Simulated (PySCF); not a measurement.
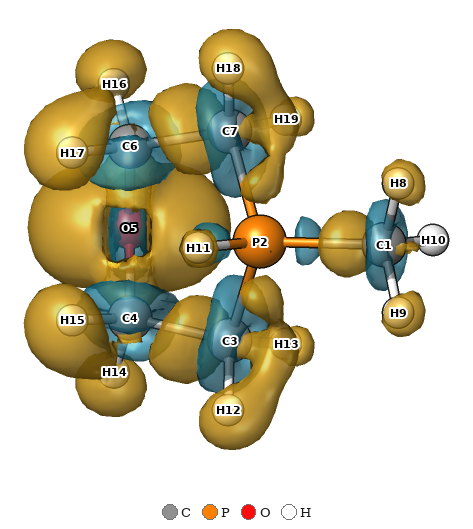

*C₅H₁₂OP, charge +1, SMILES `C[PH+]1CCOCC1`. Fukui function f⁻ = ρ(N) − ρ(N−1) at fixed geometry, surfaces at ±0.02 e/Å³ (yellow positive, teal negative).*

PySCF calculation, M06-2X/6-31+G*, gas phase; geometry: GFN2-xTB. No frequency check shows the geometry to be a minimum. GFN2-xTB bond lengths at metals and heavier atoms can be off by up to 0.1 Å and shapes distorted, which carries into these values.

Q: Which atoms respond most to the removal of an electron?

A: f⁻ (Hirshfeld-condensed) is largest on O5 (0.31); the vertical ionisation energy is 14.32 eV (the stability of the dication's solution wasn't checked). Condensed values hint at sites of electrophilic attack but needn't mark the atom that reacts. Orbital relaxation makes it negative in places (0.36 e in all).
